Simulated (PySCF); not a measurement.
**CH₂O₂: geometry, coupled-cluster ionisations and excitations**

What coupled-cluster ionisations and excitations should CH₂O₂ (`O=CO`) show?

Programs: PySCF 2.14.0, with density-fitted response routines of our own. Each step states its level of theory. These are calculated values for one molecule in the gas phase, unless marked as measured. Atoms count from 0, in the outputs and in this text.

### 1 Starting geometry

5 atoms, charge 0, multiplicity 1; geometry from: GFN2-xTB.

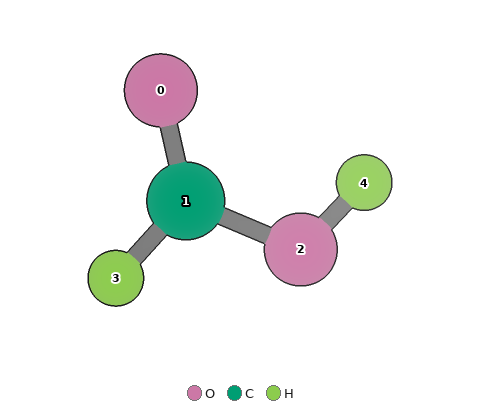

As it starts; oxygen pink, carbon teal, hydrogen green, atoms numbered; sticks join atoms by distance.

### 2 Optimising the geometry at PBE0-D3(BJ)/def2-TZVP

The job: settings as JSON, then the geometry in Å.

```
{"job": {"xc": "PBE0", "basis": "def2-TZVP", "d3": "d3bj", "grid": 2, "kind": "geom"}, "charge": 0, "multiplicity": 1}
O     -0.603400     0.961760     0.013040
C     -0.361040    -0.205970    -0.001200
O      0.848250    -0.740660    -0.011280
H     -1.117080    -1.005720    -0.007950
H      1.532790    -0.049570    -0.005730
```

**Question.** This job is followed by: EOM-CCSD/aug-cc-pVDZ, vertical, frozen core, gas phase. Predict these results of the whole session: point group; rotational constants (main isotopes); correlation energy, MP2 and CCSD; T1 diagnostic; first ionisation (EOM-IP-CCSD); lowest singlet (EOM-EE-CCSD).

As calculated:

```
                            quantity                    value
                         point group                       Cs
rotational constants (main isotopes)  78.38, 12.19, 10.55 GHz
    correlation energy, MP2 and CCSD        -14.35, -14.64 eV
                       T1 diagnostic                   0.0175
      first ionisation (EOM-IP-CCSD)                 11.29 eV
        lowest singlet (EOM-EE-CCSD)                  5.99 eV
```

Over 5 steps the energy fell by 0.011 eV; of the close pairs, C1–O2 changed most, 1.322 to 1.335 Å. No frequency check was run at this level, so the end point may be a saddle. MP2 recovers 98 % of the CCSD correlation energy. For the hole of the first ionisation, Koopmans' theorem lies 1.61 eV above EOM-IP-CCSD.
